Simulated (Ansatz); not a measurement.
# What H → Li does to Cs2PtH6

Start from Cs₂PtH₆ (space group Fm-3m, No. 225; a = 8.9775 Å; a cell from a computed database, its experimental status unchecked).

Perturbation: every H is replaced by Li, then cell and atoms are relaxed.

The values are results of r2SCAN/PAW in Ansatz (a program for electronic structure), scalar-relativistic without spin-orbit coupling, not measurements. Γ-centred 7×7×7 mesh, Fermi–Dirac width 0.05 eV.

```csv
quantity,base,changed,shift
volume per atom,20.10 Å³,40.60 Å³,+20.50 Å³
density,4.29 g/cm³,2.28 g/cm³,-2.003 g/cm³
shortest interatomic distance,1.642 Å,2.416 Å,+0.7749 Å
band gap,4.25 eV,zero,–
```

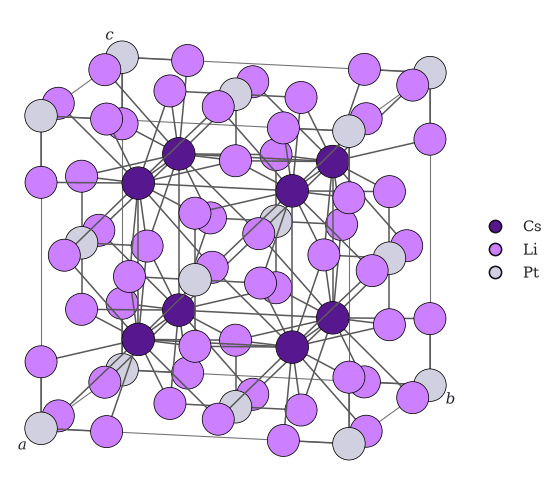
Figure. The relaxed conventional cell after the change

Spin-orbit coupling, missing from the scalar runs, can matter with Pt. Stability against distortions was not tested. As relaxed here, Cs2Li6Pt is a hypothetical phase, not in the database extracts checked. The final runs are not spin-polarised. Cs2Li6Pt has a high density of states at the Fermi level and may be magnetic at this level.
